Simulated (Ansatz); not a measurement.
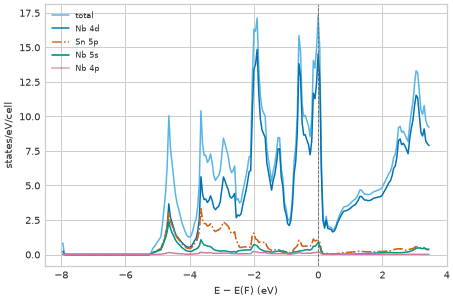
Figure: Total and projected density of states of Nb3Sn (A15 (Cr3Si type), Pm-3n), DFT-r²SCAN in the program Ansatz with PAW potentials

Question: Which orbitals carry the states next to the Fermi level?

Answer: Within 0.5 eV of the Fermi level: Nb 4d 86 %, Sn 5p 6 %. Projections are on Löwdin-orthogonalised atomic valence shells; empty p or d shells of many metals are not among them.

Question: Where is the tallest occupied peak in this window, and what makes it?

Answer: Near -1.9 eV, about 17 states/eV per cell; the largest projected share is Nb 4d.

The cell was relaxed with r²SCAN under the symmetry of its start. No spin polarisation was allowed. Scalar-relativistic: spin–orbit coupling is off unless named, which matters more the heavier the elements.

Potentials: the later of the program's two PAW sets.
